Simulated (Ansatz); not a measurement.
All values below come from PBE (plane waves to 420 eV, PAW; Ansatz, an electronic-structure program).

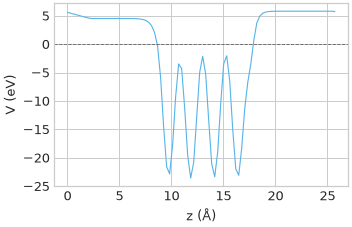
Electrostatic potential energy of an electron, averaged over planes parallel to the surface, in eV from the Fermi level, for C on the 1x1 (110) surface of bcc Mo, one in a 2x1 cell, started at the site 'bridge Mo-Mo (span 3.2 Å)'

Set-up: 9 atoms, 6.5 Å thick at the start under the adsorbate (thin: gaps and levels are the slab's own); mesh 6x12x1; 0.1 eV smearing; dipole correction on; 4 atoms held, the rest relaxed; held to the start's symmetry, so lower structures may exist; no spin, no spin-orbit, no U, no dispersion correction. At the end it is bonded to 4 Mo. In PBE it is, or lies within 0.03 eV of, the lowest of the starts that converged.

Question: The surface cell has an area of 14.13 Å². What dipole along the normal does the step between the two vacuum levels imply?

Answer: the top vacuum level lies 1.29 eV above the bottom one; p = −ε₀ A ΔV (ε₀ = 0.005526 e/(V·Å)) gives -0.10 e·Å a cell.
